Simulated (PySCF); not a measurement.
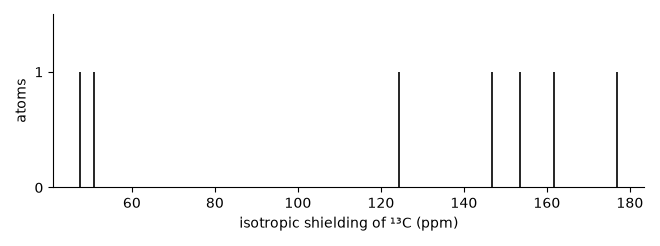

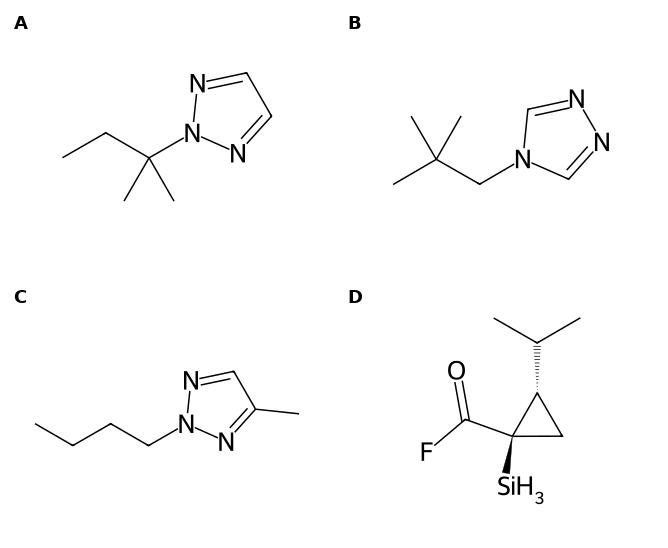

The sticks are computed shieldings of one of the molecules, for one fixed geometry (GFN2-xTB) without averaging over rotations. Low shielding means a high chemical shift. Method: GIAO PBE0/pcSseg-1 NMR shielding, non-relativistic, gas phase (PySCF 2.14.0).

> Which molecule gives this pattern?

A, `CCC(C)(C)n1nccn1`. Its 7 C atoms give lines at 47.5, 50.8, 124.4, 146.7, 153.5, 161.6, 177.0 ppm.

The geometry is semi-empirical. Around Si such bond lengths and angles can be off by a tenth of an ångström or more and by several degrees, and values that hang on the shape move with them.
